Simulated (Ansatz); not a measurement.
The reference is GaN in the wurtzite structure (space group P6_3mc, No. 186; a = 3.1831 Å, c = 5.1836 Å). Axes: x lies along a and z along c of the hexagonal cell.

It is then changed as follows: uniaxial strain ε_xx = −5.74 %, all other strain components held at zero; the atoms relax in the strained cell.

All numbers come from Kohn–Sham DFT with the r2SCAN functional, run in Ansatz (a program for electronic structure) with PAW and 500 eV plane waves, scalar-relativistic without spin-orbit coupling.

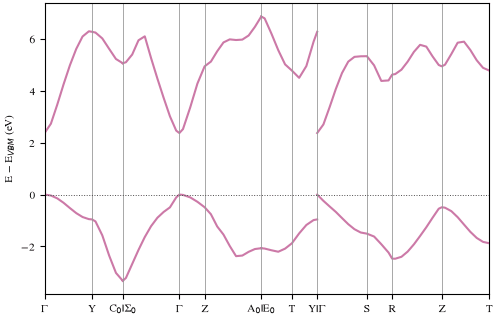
*Highest valence and lowest conduction band along the path of the changed cell's own zone*

Read the changed gap and its character from the plot.

About 2.4 eV, direct at Γ.

Whether these cells are dynamically stable was not tested. k-point labels follow each cell's own Brillouin zone.
